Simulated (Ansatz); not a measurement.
BNH$_{5}$Cl: several calculations on one system

## 1. Relaxation

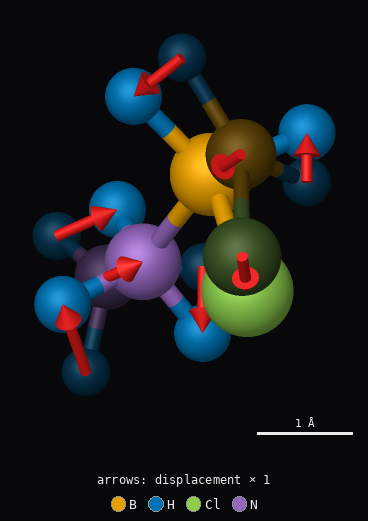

This is a relaxation of BNH$_{5}$Cl. The starting structure is drawn faded, the final one solid; red arrows show the displacements, at their true length. The two geometries are superimposed by the best rigid fit.

The picture is a ball-and-stick view, seen from a free direction.

The run prepares an end point of a later path (reaction) calculation, from a guessed geometry.

Computed with RKS PBE-D4/def2-mTZVP in Ansatz. Settings: no spin polarisation; force threshold 0.03 eV/Å; at most 50 steps.

### Which element moves most?

Hydrogen: up to 1.00 Å, against 0.65 Å for chlorine.

### What did the optimiser do to the structure, and how much energy did it gain?

The largest move after the best rigid fit is that of an H atom, 1.00 Å. Largest moves by element: H 1.00 Å, Cl 0.65 Å, B 0.64 Å, N 0.51 Å. Among the contacts that change: B–N 2.736 → 1.633 Å, B–Cl 1.761 → 1.877 Å, B–H 1.194 → 1.209 Å, H–N 1.040 → 1.028 Å. New bonds form, among them: B–N (2.74 → 1.63 Å). Among the angles between lasting bonds that change: H–B–H 123.5° → 115.8°, H–B–Cl 118.8° → 112.0°, H–B–Cl 117.5° → 112.0°. The energy falls by 30.1 kcal/mol in 15 accepted moves (19 points after the start). The largest force component goes from 0.83 to 0.0026 eV/Å. The line search rejected the trial steps at points 9, 13, 15, 18 of the run.

## 2. Relaxation

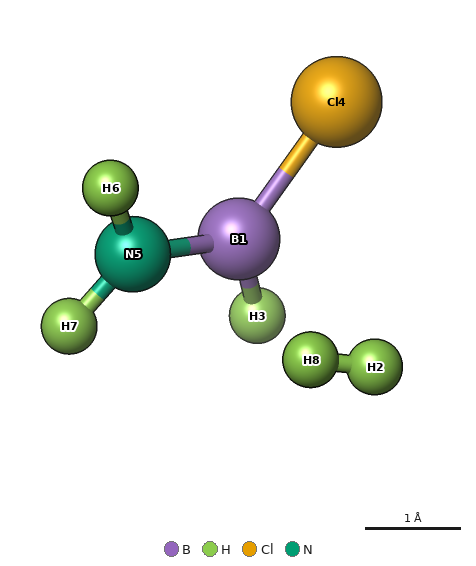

This is the input geometry for a relaxation of BNH$_{5}$Cl. Style: ball-and-stick. Shown from a free direction.

The run prepares an end point of a later path (reaction) calculation, from a guessed geometry.

Method: RKS PBE-D4/def2-mTZVP (Ansatz 0.2.0).

The input:
```yaml
crystal:
  periodic: [false, false, false]
  atoms:
    - { symbol: B, position_ang: [-0.023322, -0.584081, -0.243883] }
    - { symbol: H, position_ang: [-0.29301, 0.427598, 1.918688] }
    - { symbol: H, position_ang: [1.037397, -0.040887, -0.284381] }
    - { symbol: Cl, position_ang: [-1.451498, 0.207772, -0.941375] }
    - { symbol: "N", position_ang: [-0.155629, -1.928008, 0.333005] }
    - { symbol: H, position_ang: [-1.028643, -2.448678, 0.328163] }
    - { symbol: H, position_ang: [0.652134, -2.454576, 0.652352] }
    - { symbol: H, position_ang: [-0.28553, -0.28424, 1.899731] }
basis:
  gaussian: { orbitals: def2-mTZVP }
hamiltonian:
  xc: pbe
  dispersion: d4
relax:
  f_tol: 0.03
  max_steps: 50
```

Launched with:
```bash
ansatz run input.yaml --threads 2 --pin off --max-ram 3072MiB --backend cpu --events-out ev --progress --plain --runs-dir out
```

Q: What does the optimiser find from here?

A: After 16 accepted moves (19 points after the start) the energy has fallen by 36.9 kJ/mol. The largest force component goes from 2.4 to 0.023 eV/Å. The line search rejected the trial steps at points 10, 12, 14 of the run. The forces were under the threshold at step 11, but the run went on from there. H2 moves most after the best rigid fit: 1.10 Å. By element the largest moves are H 1.10 Å, B 0.42 Å, Cl 0.35 Å, N 0.21 Å. Some distances before and after: B1–N5 1.468 → 1.393 Å, H2–H8 0.712 → 0.751 Å, B1–Cl4 1.776 → 1.785 Å.

Final geometry:

```xyz
8

B     0.0425   -0.7673   -0.6115
H    -0.4605    0.5576    2.9937
H     1.1223   -0.3013   -0.8268
Cl   -1.3997    0.0660   -1.2527
N    -0.1087   -1.9396    0.1258
H    -1.0097   -2.3697    0.3259
H     0.6851   -2.4483    0.5061
H    -0.4194    0.0975    2.4019
```

The end point in the same view:

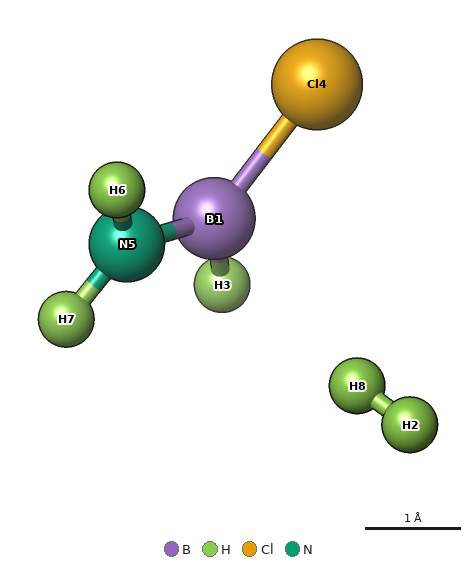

## 3. Path

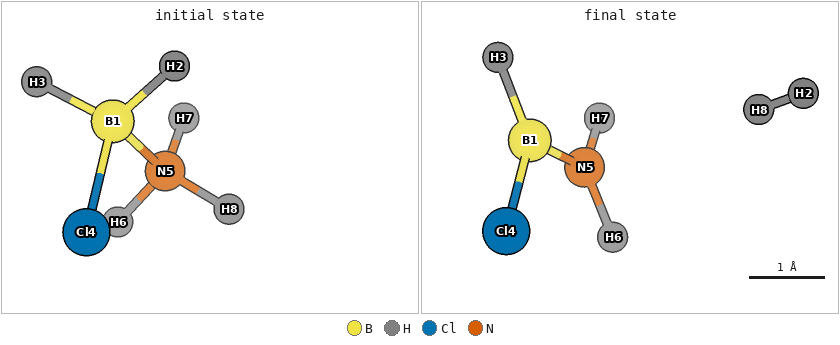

The two relaxed end points of a path for BNH$_{5}$Cl. A ball-and-stick model, seen from a free direction.

All numbers below come from RKS PBE-D4/def2-mTZVP in Ansatz 0.2.0.

Set-up: 9 movable images; climbing image; force threshold 0.05 eV/Å; iteration limit 60.

Start:
```xyz
8

B     0.0033   -0.1445    0.1694
H     0.1600    0.6157    1.0959
H     0.9365   -0.2447   -0.5922
Cl   -1.6113    0.1711   -0.7341
N    -0.2144   -1.6249    0.8237
H    -0.4028   -2.3188    0.0895
H     0.6076   -1.9339    1.3574
H    -1.0270   -1.6250    1.4527
```

End:
```xyz
8

B     0.0898   -0.7552   -0.5985
H    -0.8150    0.5524    2.9339
H     1.1064   -0.1473   -0.7619
Cl   -1.4107   -0.1426   -1.3460
N     0.0561   -1.9234    0.1596
H    -0.7877   -2.4711    0.3174
H     0.8872   -2.3096    0.5997
H    -0.6740    0.0917    2.3581
```

> Predict the minimum-energy path and its barrier.

The highest point, image 4, lies 42.2 kcal/mol above the start and 39.5 kcal/mol above the end; the end is at +2.7 kcal/mol relative to the start. Breaking: B1–H2 (1.21 → 1.39 at the top → 3.87 Å), N5–H8 (1.03 → 1.41 at the top → 3.07 Å). Forming: H2–H8 (2.56 → 1.00 at the top → 0.75 Å). The band converged in 13 iterations, with a climbing image at the top. At the top, the vibrational analysis gives one imaginary mode (1309i cm⁻¹), as a transition state must have.

Energies of the converged images:

```json
{"image": "0", "path (Å)": "0.00", "E (kcal/mol)": "0.0"}
{"image": "1", "path (Å)": "0.69", "E (kcal/mol)": "1.2"}
{"image": "2", "path (Å)": "1.37", "E (kcal/mol)": "2.6"}
{"image": "3", "path (Å)": "2.06", "E (kcal/mol)": "12.2"}
{"image": "4", "path (Å)": "2.75", "E (kcal/mol)": "42.2"}
{"image": "5", "path (Å)": "3.23", "E (kcal/mol)": "26.3"}
{"image": "6", "path (Å)": "3.72", "E (kcal/mol)": "10.5"}
{"image": "7", "path (Å)": "4.21", "E (kcal/mol)": "4.7"}
{"image": "8", "path (Å)": "4.69", "E (kcal/mol)": "3.1"}
{"image": "9", "path (Å)": "5.18", "E (kcal/mol)": "2.8"}
{"image": "10", "path (Å)": "5.66", "E (kcal/mol)": "2.7"}
```

The geometry at the top of the path:

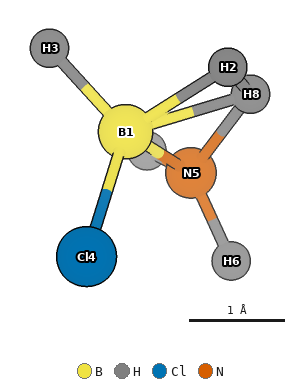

Cost: 120 s on 2 threads of Arm Neoverse V1 (shared host), peak memory 0.14 GiB.
